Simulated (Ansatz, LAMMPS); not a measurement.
## Convergence of a linear-scaling basis for liquid dimethoxyethane at 320 K (112 atoms)

Aim: test how closely localised support functions follow the reference on liquid dimethoxyethane at 320 K (112 atoms), and at what cost. A setting counts as converged where the r.m.s. difference of forces stays under 1 % of the r.m.s. force.

Method: Kohn-Sham DFT, PBE+D4, PAW (set soft_2), plane waves, in Ansatz 0.2.0.

### Step 1. Set-up

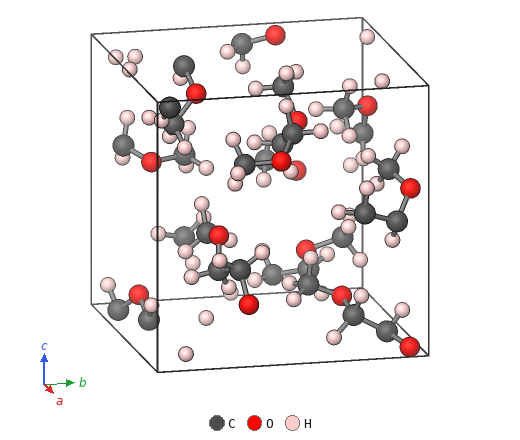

The starting structure, seen slightly off an axis (carbon dark grey, oxygen red, hydrogen pink). Bonds to atoms that aren't drawn are left out.

The cell holds 112 atoms: 28 C, 14 O and 70 H. Its edges and angles: a = 10.639 Å, b = 10.639 Å, c = 10.639 Å, α = 90.0°, β = 90.0°, γ = 90.0°. 7 dimethoxyethane placed at random, at 0.87 g/cm³; overlaps pushed apart, then 10 ps at 470 K with MMFF94 bonds, angles, torsions, charges and radii (Halgren, J. Comput. Chem. 17, 490 (1996)) in harmonic and 12-6 forms. Snapshot after 20 ps at 320 K and fixed volume.

Limits known from the start: The network of contacts between molecules at the start is that of the classical potential that made the cell, and needn't be the one that DFT or experiment would give. The density was typed from a rule of thumb and may lie off the real one at this temperature. The Brillouin zone is sampled at Γ only, in a cell whose shortest periodic width is 11 Å.

### Step 2. The classical run that made the cell

A classical potential makes the cell, at a small fraction of what the same run would cost in DFT.

This step: classical MD, MMFF94 bonds, angles, torsions, charges and radii (Halgren, J. Comput. Chem. 17, 490 (1996)) in harmonic and 12-6 forms (LAMMPS 22 Jul 2025 - Update 4).

Contents of in.lmp:

```
# liquid dimethoxyethane
units real
atom_style full
boundary p p p
bond_style harmonic
angle_style harmonic
dihedral_style opls
improper_style harmonic
special_bonds lj 0 0 0.5 coul 0 0 0.75
read_data data.lmp
neigh_modify delay 0 every 1 check yes one 4000
comm_modify cutoff 12.0
timestep 0.5
thermo_style custom step time temp pe press density
thermo_modify norm yes
# push overlapping molecules apart
pair_style soft 2.6
pair_coeff * * 0.0
variable a equal ramp(1,60)
fix ad all adapt 1 pair soft a * * v_a
velocity all create 470 350590 mom yes dist gaussian
fix lim all nve/limit 0.03
fix lan all langevin 470 470 50 350591 zero yes
thermo 1000
run 3000 post no
unfix ad
pair_style lj/cut/coul/long 9.0
pair_modify mix arithmetic tail yes
pair_coeff 1 1 0.0678 3.3680   # C
pair_coeff 2 2 0.0763 3.0430   # O
pair_coeff 3 3 0.0216 2.5400   # H
kspace_style pppm 1.0e-4
thermo 100
minimize 1e-5 1e-3 300 3000
# [... 15 lines left out ...]
compute msd all msd com yes
thermo 5000
fix md all nvt temp 320 320 100
run 20000 post no
print "== T320: mean square displacement over the hold $(c_msd[4]:%.2f) A^2"
unfix md
uncompute msd
write_dump all custom T320.dump id type xs ys zs modify sort id
```

Launch:

```sh
> lmp -in in.lmp -log none -nocite
```

Numbers of over 12 decimals in the logs are rounded to 6 here.

The program printed:

```text
LAMMPS (22 Jul 2025 - Update 4)
Reading data file ...
  orthogonal box = (0 0 0) to (10.63864 10.63864 10.63864)
  112 atoms
  orthogonal box = (0 0 0) to (10.63864 10.63864 10.63864)
  105 bonds
  182 angles
  147 dihedrals
   Step          Time           Temp          PotEng         Press         Density
         0   0              470            0.73595647    -1247.3852      0.87000066
      1000   500            463.80797      2.0124419      12298.419      0.87000066
      2000   1000           437.64667      1.903591       20780.624      0.87000066
      3000   1500           478.79275      2.1044249      15392.801      0.87000066
Loop time of 0.215729 s on 1 MPI rank(s) for 3000 steps with 112 atoms
PPPM initialization ...
  G vector (1/distance) = 0.27364774
  grid = 5 5 5
  estimated relative force accuracy = 3.9241695e-05
   Step          Time           Temp          PotEng         Press         Density
[... 14 lines left out ...]
      2000   1000           476.60629      2.2819382      7335.2043      0.87000066
Loop time of 0.677515 s on 1 MPI rank(s) for 2000 steps with 112 atoms
   Step          Time           Temp          PotEng         Press         Density
      2000   1000           476.60629      2.2819382      7335.2043      0.87000066
[... 5 lines left out ...]
Loop time of 3.72132 s on 1 MPI rank(s) for 10000 steps with 112 atoms
   Step          Time           Temp          PotEng         Press         Density
[... 4 lines left out ...]
Loop time of 1.87665 s on 1 MPI rank(s) for 5000 steps with 112 atoms
   Step          Time           Temp          PotEng         Press         Density
[... 2 lines left out ...]
     25000   24000          308.95727      1.7993777     -3733.8027      0.87000066
     30000   29000          298.52813      1.816487      -9912.5108      0.87000066
     35000   34000          356.92452      1.7611692      9685.5287      0.87000066
     37000   36000          291.09181      1.9015597     -11392.721      0.87000066
Loop time of 7.15361 s on 1 MPI rank(s) for 20000 steps with 112 atoms
== T320: mean square displacement over the hold 20.80 A^2
```

Wall time 14 s (1 thread of Arm Neoverse V2, shared host); peak memory 0.12 GiB.

The input also reads data.lmp (atoms, bonds and types; not printed here).

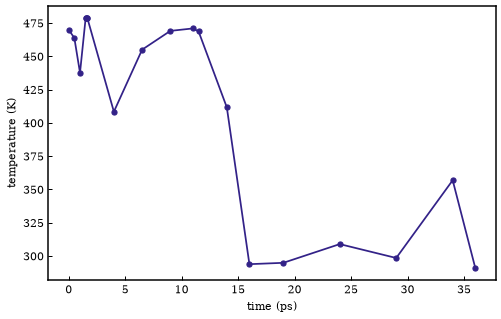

Temperature, plotted against time.

### Step 3. Plane-wave single point

This run is the reference for what follows, at a cutoff of 420 eV.

Contents of input.yaml:

```yaml
crystal:
  lattice:
    - [10.63864, 0.0, 0.0]
    - [0.0, 10.63864, 0.0]
    - [0.0, 0.0, 10.63864]
  atoms:
    - { symbol: C, position: [0.53866, 0.57631, 0.90704] }
    - { symbol: O, position: [0.58055, 0.61833, 0.7866] }
    - { symbol: C, position: [0.67803, 0.53955, 0.73102] }
    - { symbol: C, position: [0.80435, 0.54656, 0.80042] }
    - { symbol: O, position: [0.8933, 0.48286, 0.72457] }
    - { symbol: C, position: [0.86791, 0.354, 0.71346] }
    - { symbol: H, position: [0.4872, 0.48725, 0.89156] }
    - { symbol: H, position: [0.46464, 0.64141, 0.93816] }
    - { symbol: H, position: [0.61666, 0.56898, 0.9753] }
    - { symbol: H, position: [0.69062, 0.56731, 0.63065] }
    - { symbol: H, position: [0.63193, 0.44757, 0.73124] }
    - { symbol: H, position: [0.80467, 0.52328, 0.90377] }
    - { symbol: H, position: [0.84527, 0.64016, 0.81457] }
    - { symbol: H, position: [0.82556, 0.32189, 0.79805] }
    - { symbol: H, position: [0.81251, 0.33202, 0.63063] }
    - { symbol: H, position: [0.95765, 0.30716, 0.70709] }
    - { symbol: C, position: [0.66811, 0.63722, 0.20208] }
    - { symbol: O, position: [0.67871, 0.75842, 0.15553] }
    - { symbol: C, position: [0.80468, 0.77058, 0.11556] }
    - { symbol: C, position: [0.8053, 0.89365, 0.048] }
    - { symbol: O, position: [0.92912, 0.94774, 0.01798] }
    - { symbol: C, position: [0.91421, 0.06647, 0.9545] }
    - { symbol: H, position: [0.73352, 0.5678, 0.16831] }
    - { symbol: H, position: [0.57426, 0.59076, 0.18691] }
    - { symbol: H, position: [0.67204, 0.64524, 0.3018] }
    - { symbol: H, position: [0.8389, 0.69046, 0.04636] }
    - { symbol: H, position: [0.8599, 0.78596, 0.19968] }
    - { symbol: H, position: [0.75751, 0.96163, 0.11089] }
    - { symbol: H, position: [0.75076, 0.88929, 0.96033] }
    - { symbol: H, position: [0.00645, 0.08893, 0.9107] }
    - { symbol: H, position: [0.83824, 0.05484, 0.88754] }
    - { symbol: H, position: [0.8922, 0.13113, 0.03266] }
    - { symbol: C, position: [0.58169, 0.16117, 0.80424] }
    - { symbol: O, position: [0.57045, 0.24734, 0.90863] }
    - { symbol: C, position: [0.45351, 0.23118, 0.98166] }
    - { symbol: C, position: [0.43756, 0.10588, 0.04656] }
    - { symbol: O, position: [0.31547, 0.09821, 0.10894] }
    - { symbol: C, position: [0.2268, 0.04413, 0.03379] }
    - { symbol: H, position: [0.65995, 0.18314, 0.73547] }
    - { symbol: H, position: [0.50043, 0.16665, 0.73842] }
    - { symbol: H, position: [0.60006, 0.06712, 0.83818] }
    - { symbol: H, position: [0.3714, 0.23842, 0.91683] }
    - { symbol: H, position: [0.46491, 0.31025, 0.04763] }
    - { symbol: H, position: [0.51386, 0.09615, 0.12004] }
    - { symbol: H, position: [0.43866, 0.03449, 0.97785] }
    - { symbol: H, position: [0.19958, 0.11278, 0.96023] }
    - { symbol: H, position: [0.25786, 0.95479, 0.99601] }
    - { symbol: H, position: [0.14675, 0.0256, 0.10754] }
    - { symbol: C, position: [0.74799, 0.91395, 0.63285] }
    - { symbol: O, position: [0.85913, 0.9673, 0.58616] }
    - { symbol: C, position: [0.92324, 0.90201, 0.48402] }
    - { symbol: C, position: [0.96901, 0.77243, 0.53284] }
    - { symbol: O, position: [0.08962, 0.73403, 0.47272] }
    - { symbol: C, position: [0.11703, 0.61459, 0.52543] }
    - { symbol: H, position: [0.70559, 0.97381, 0.70271] }
    - { symbol: H, position: [0.7733, 0.83249, 0.69305] }
    - { symbol: H, position: [0.67451, 0.8881, 0.56157] }
    - { symbol: H, position: [0.00988, 0.95407, 0.45909] }
    - { symbol: H, position: [0.86377, 0.89967, 0.40064] }
    - { symbol: H, position: [0.89485, 0.69472, 0.52399] }
    - { symbol: H, position: [0.99219, 0.77428, 0.63144] }
    - { symbol: H, position: [0.19517, 0.58811, 0.4742] }
    - { symbol: H, position: [0.13884, 0.62193, 0.6306] }
    - { symbol: H, position: [0.04792, 0.54404, 0.49897] }
    - { symbol: C, position: [0.11135, 0.31523, 0.25749] }
    - { symbol: O, position: [0.9782, 0.34254, 0.2241] }
    - { symbol: C, position: [0.91068, 0.32622, 0.3362] }
    - { symbol: C, position: [0.77358, 0.28058, 0.30438] }
    - { symbol: O, position: [0.7006, 0.29945, 0.41278] }
    - { symbol: C, position: [0.56847, 0.28814, 0.38987] }
    - { symbol: H, position: [0.12296, 0.21716, 0.27909] }
    - { symbol: H, position: [0.14018, 0.38, 0.3335] }
    - { symbol: H, position: [0.17528, 0.33147, 0.17687] }
    - { symbol: H, position: [0.91369, 0.40703, 0.39694] }
    - { symbol: H, position: [0.94828, 0.24153, 0.38567] }
    - { symbol: H, position: [0.77382, 0.18064, 0.28476] }
    - { symbol: H, position: [0.73254, 0.32841, 0.22731] }
    - { symbol: H, position: [0.519, 0.28061, 0.48484] }
    [... 28 atom lines left out ...]
    - { symbol: H, position: [0.32026, 0.92459, 0.56377] }
    - { symbol: H, position: [0.15535, 0.09493, 0.72422] }
    - { symbol: H, position: [0.10834, 0.08867, 0.56517] }
    - { symbol: H, position: [0.23079, 0.30038, 0.69276] }
    - { symbol: H, position: [0.33682, 0.34198, 0.56862] }
    - { symbol: H, position: [0.17656, 0.30664, 0.53959] }
kpoints:
  mp_grid: { grid: [1, 1, 1] }
hamiltonian:
  xc: pbe
  dispersion: d4
scf:
  occupations: { method: fixed }
output:
  forces: true
  stress: true
  populations: true
  dos:
    method: { smearing: { sigma: 0.08 } }
    de: 0.1
    projected: { site_lists: { C: [C], H: [H], O: [O] } }
  eigenvalues: true
  write_density: true
  write_potential: true
  volumetric_format: npy
```

Launch:

```sh
> ansatz run input.yaml --threads 4 --pin off --max-ram 8192MiB --backend cpu --events-out ev --progress --plain --runs-dir out
```

The program printed:

```text
Engine: ansatz 0.2.0, aarch64-unknown-linux-gnu
Pseudopotentials: kind: paw
Pseudopotential: C, paw, valence charge 4, recommended cutoff 420 eV (normal), C.paw.azcp
Pseudopotential: O, paw, valence charge 6, recommended cutoff 420 eV (normal), O.paw.azcp
Pseudopotential: H, paw, valence charge 1, recommended cutoff 420 eV (normal), H.paw.azcp
Functional definition: PBE
  parameter kappa = 0.804
  parameter beta = 0.066725
  exchange = pbe_x(kappa = kappa, mu = beta*pi^2/3)
  correlation = pbe_c(beta = beta)
Crystal: 112 atoms, lattice volume = 1204.088 Å³
Basis set: ecut = 420 eV, 23583 PW (Γ), exchange–correlation on 144×144×144 points (8 copies of the dense FFT grid, shifted against one another)
Bands: 245, of which v1, the nominal top of the filled ones, is band 133 counted from 1 (132 counted from 0)
Symmetry: 1 space group operations
Space group: P1 (ITA 1), of the structure as read, at distance tolerance 1.1e-4 Å
k-points: 1
Non-local potential: C, projectors of the file, l = 0: 2, l = 1: 2, l = 2: 1
Non-local potential: O, projectors of the file, l = 0: 2, l = 1: 2, l = 2: 1
Non-local potential: H, projectors of the file, l = 0: 2, l = 1: 1
PAW form: soft (Blöchl's): semilocal exchange-correlation on the pseudo side does not see the compensation charge
PAW one-centre angular grid: C, 110 points (default); XC on 64 Gauss nodes
PAW one-centre angular grid: O, 110 points (default); XC on 64 Gauss nodes
PAW one-centre angular grid: H, 110 points (default); XC on 64 Gauss nodes
Initial density: superposition of atomic densities (neutral atoms: chi_scale 0, normalization atom), corrected by the library's trained network
Initial wavefunctions: pseudopotential atomic-orbital guess
Functional: x = pbe(κ = 0.804, μ = 0.219515), c = pbe(β = 0.066725)
SCF iter   1: F=—  HF=-16080.033482 eV  |F-HF|=—  |Δ(HF+E_count)|=         —  Δρ=5.44e-3  dr2=3.75e-1  ethr=1.77e-3  ⟨swp⟩=5.0  Hψ=843  notcnv=0  defer=110
preconditioner: auto → Resta (q_TF=auto, 2.121 Å⁻¹)  ε∞=2.3  [insulator: Δε(μ)=4.555 eV  Ē_g=14.474 eV  n_scr=178 (ndim 8)  ℏωp=16.5 eV  f_vac=0.275  ε∞_Penn≈2.3]
SCF iter   2: F=—  HF=-16079.988282 eV  |F-HF|=—  |Δ(HF+E_count)|=   4.52e-2  Δρ=2.91e-3  dr2=7.41e-2  ethr=1.41e-4  ⟨swp⟩=3.0  Hψ=417  notcnv=0  defer=110
SCF iter   3: F=—  HF=-16079.997728 eV  |F-HF|=—  |Δ(HF+E_count)|=   9.45e-3  Δρ=1.15e-3  dr2=1.99e-2  ethr=2.78e-5  ⟨swp⟩=3.0  Hψ=272  notcnv=0  defer=110
SCF iter   4: F=—  HF=-16080.002320 eV  |F-HF|=—  |Δ(HF+E_count)|=   4.59e-3  Δρ=2.97e-4  dr2=1.60e-3  ethr=7.50e-6  ⟨swp⟩=3.0  Hψ=231  notcnv=0  defer=110
SCF iter   5: F=—  HF=-16080.002630 eV  |F-HF|=—  |Δ(HF+E_count)|=   3.10e-4  Δρ=1.33e-4  dr2=2.39e-4  ethr=6.00e-7  ⟨swp⟩=2.0  Hψ=265  notcnv=0  defer=110
SCF iter   6: F=—  HF=-16080.002593 eV  |F-HF|=—  |Δ(HF+E_count)|=   3.71e-5  Δρ=6.76e-5  dr2=4.53e-5  ethr=8.98e-8  ⟨swp⟩=2.0  Hψ=274  notcnv=0  defer=110
SCF iter   7: F=—  HF=-16080.003465 eV  |F-HF|=—  |Δ(HF+E_count)|=   8.73e-4  Δρ=2.12e-5  dr2=4.59e-6  ethr=1.70e-8  ⟨swp⟩=2.0  Hψ=378  notcnv=0  defer=109
SCF iter   8: F=—  HF=-16080.003465 eV  |F-HF|=—  |Δ(HF+E_count)|=   8.16e-8  Δρ=4.87e-6  dr2=3.09e-7  ethr=1.73e-9  ⟨swp⟩=2.0  Hψ=272  notcnv=0  defer=109
SCF iter   9: F=-16080.003465 eV  HF=-16080.003465 eV  |F-HF|=1.98e-8  |Δ(HF+E_count)|=   7.03e-8  Δρ=2.20e-6  dr2=5.51e-8  ethr=3.76e-11  ⟨swp⟩=20.0  Hψ=2160  notcnv=0
SCF 1 converged in 9 iterations: F = -16080.003465 eV  dr2 = 5.51e-8
  greatest PAW one-centre occupation: 0.864 electrons in one spin orbital (limit 2), on the O atom at site 17 (counted from 0), in its partial waves of l = 0
WARN: The input density's exchange-correlation potential varies sharply where the density is thin. Do not read a vacuum level from v_tot or v_xc, or from such a field of the output density. On a cell that repeats whose density bears no net charge and no dipole along the vacuum's axis use v_es (v_loc + v_h of the components); [...]
SCF converged after 9 iterations
Free energy (F): -16080.003465 eV
Harris-Foulkes:  -16080.003465 eV  (|F-HF|=1.98e-8)
Internal energy: -16080.003465 eV  (E = F + TS)
E sigma→0 (E₀):  -16080.003465 eV
Fermi energy:    -1.216975 eV
--- Per-component energies (eV) ---
  E_band       = -2255.001367
  E_kinetic    = 5969.630498
  E_local      = -20455.621968  (includes V_loc(G=0)·N_el)
  E_nonlocal   = 1548.652752
  E_hartree    = 7602.837912
  E_xc         = -3000.068265
  E_vxc        = -3783.815980  (∫ρ·V_xc dr)
  E_paw        = -5034.204517  (= ΣΔE_a)
  E_vpaw       = -739.461384  (= ΣTr[D̂ρ^β])
  E_aug_tail   = -0.062673  (compensation charges beyond the density's cutoff)
  E_ewald      = -2707.091706
  E_disp       = -4.075499  (pairwise vdW)
  E_smearing   = -0.000000  (= −TS)
  E_closure    = -0.000000  (closes the sum)
  Σ components = -16080.003465   (vs F -16080.003465, Δ=0.00e0)
--- Forces (eV/Å), atoms counted from 1 ---
  atom   1  C     -0.43446300    -0.30107965    -0.79294114
  atom   2  O      0.70935069     0.72524036    -0.34716987
  atom   3  C     -1.24278646     0.90708672     0.86171104
  atom   4  C      0.17406584     0.37774295     0.10107964
  atom   5  O      0.39634946     0.65955120     0.41579778
  atom   6  C      0.64405380    -0.09606651    -0.32316833
  atom   7  H      0.42742108    -0.28125789     0.44104333
  atom   8  H      0.41261981     0.22884378     0.11624477
  atom   9  H     -0.44590121    -0.10879209    -0.09861470
  atom  10  H     -0.06891272     0.15052600     0.61175384
  atom  11  H      0.66578899    -0.64690881    -0.01234094
  atom  12  H     -0.30645927    -1.10405043    -0.70079110
  atom  13  H     -0.44149404     0.63344282    -0.84524478
  atom  14  H     -0.79301179    -0.66107790     0.94040553
[...]
atom 111  H     -0.83578447    -0.77852727     0.49334153
  atom 112  H     -0.74746828    -0.10524420    -0.52333144
  max |Σ_I F_I| component: 1.06e-4 eV/Å
--- Stress (GPa, compression-positive) ---
       -0.952770      -0.821447       0.648050
       -0.821446       1.676044      -0.516097
        0.648050      -0.516096      -0.758881
  P = ⅓ Tr σ = -0.0119 GPa (-0.119 kbar)
--- Band table (eV) ---
  k-point 0: bands = ["-22.3410", "-21.9268", "-21.8475", "-21.8032", [... 229 levels ...], "10.0138", "10.0445", "10.1283", "10.1461", "10.1642", "10.2344", "10.2510", "10.2911", "10.3487", "10.4650", "10.5118", "10.5197"]
--- Löwdin populations: 112 sites ---
  site symbol       q [e]
     0      C      4.2069
     1      O      6.3595
     2      C      4.0677
[...]
111      H      0.8240
  spilling = 0.014112 (of n_electrons = 266.000000)
```

Wall time 11 s (4 threads of Arm Neoverse V2, shared host); peak memory 1.2 GiB; 40 s of CPU time.

Reading the cycles: dr2 is the Hartree energy of the density residual (eV), the measure of convergence; HF is the Harris–Foulkes estimate of the energy, which meets the free energy F at convergence.

The program notes that the exchange-correlation potential is rough where the density is thin.

Read from the output:

```
free energy                                      : -16080.0035 eV
free energy per atom                             : -143.5715 eV/atom
SCF cycles                                       : 9
pressure                                         : -0.01187 GPa
r.m.s. force component                           : 0.8585 eV/Å
longest force                                    : 3.326 eV/Å
Fermi energy                                     : -1.217 eV
gap (highest filled to lowest empty level) : 4.453 eV
spilling of the projection                       : 0.01411
```

The r.m.s. force component of 0.86 eV/Å and the pressure of -0.012 GPa set the scale for the differences below.

(Continued in part 2 of 3.)

[Logs are printed without paths, hosts, clocks, repeated set-up lines and the standing remarks that a program may print on its own settings, such as how far it seeks lower states.]

[Hosts, paths, dates, database ids (printed as entryN), source tags and the programs' standing remarks are cut or masked in the printed files.]

[The MMFF94 radii named for the starting cell were scaled by 0.96; in molecules described by MMFF94, hydrogen bound to N, O or S took a small fixed 12-6 site in their place.]
